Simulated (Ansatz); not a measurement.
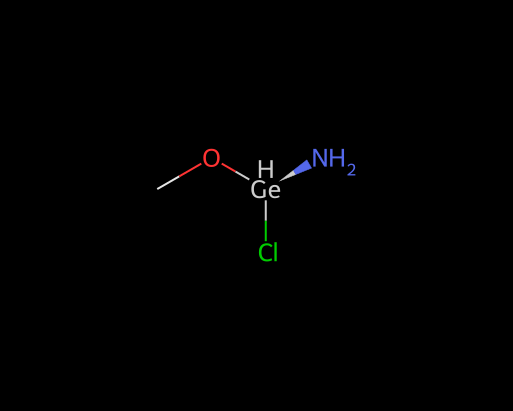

Skeletal drawing of a molecule.

**Give its SMILES.**

C[O][Ge@@H]([NH2])[Cl]

**Give the formula, hydrogens included.**

CH6ClGeNO.

**An optimisation with PBE0-D4/def2-TZVP gave a structure of which point group?**

C1.

More results for the same structure follow; atom numbers are the same in all pictures, views and colours differ. Computed geometry: PBE0-D4/def2-TZVP optimisation.

### Electronic properties

Properties computed with RKS BLYP-D4/def2-TZVPP (Ansatz 0.2.0).

**Give the HOMO–LUMO gap at this level.**

5.66 eV.

**Estimate the HOMO energy (Kohn–Sham orbital).**

−6.37 eV.

**What is the dispersion correction?**

−51.2 kJ/mol.

### Vibrations

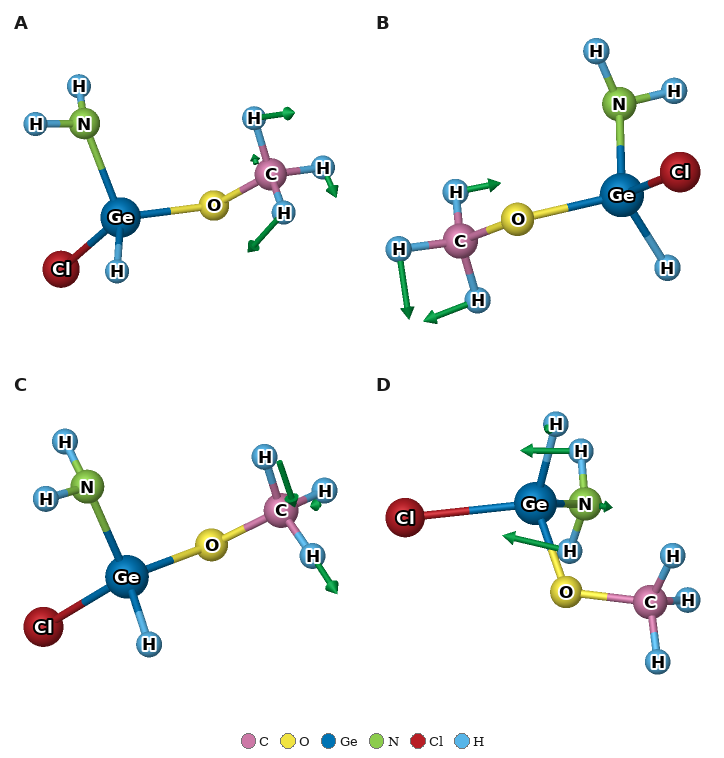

4 normal modes of one molecule or complex, as arrows. Harmonic vibrations computed with RKS PBE0-D4/def2-TZVP (Ansatz 0.2.0) at a stationary point of the same level.

**Match the panels to the wavenumbers 550 cm⁻¹, 1179 cm⁻¹, 1493 cm⁻¹, 3071 cm⁻¹.**

A: 1179 cm⁻¹, H–C–O bending
B: 1493 cm⁻¹, H–C–H bending
C: 3071 cm⁻¹, out-of-phase stretching of 2 C–H bonds
D: 550 cm⁻¹, Ge–N–H bending

### Dipole moment

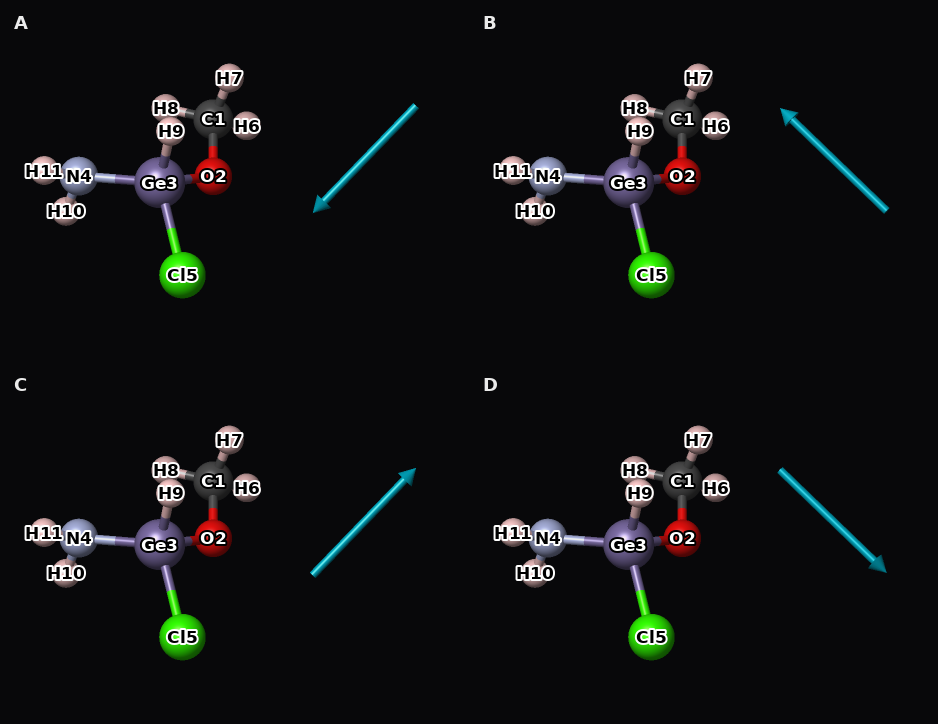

The same molecule four times, each with an arrow. Properties computed with RKS B3LYP-D4/def2-TZVPP (Ansatz 0.2.0).

**Which arrow points along the dipole moment, from the negative to the positive end?**

B. The dipole moment is 2.60 D; it points from the side of Cl5 to the side of H11 (the outermost atoms at the two ends).
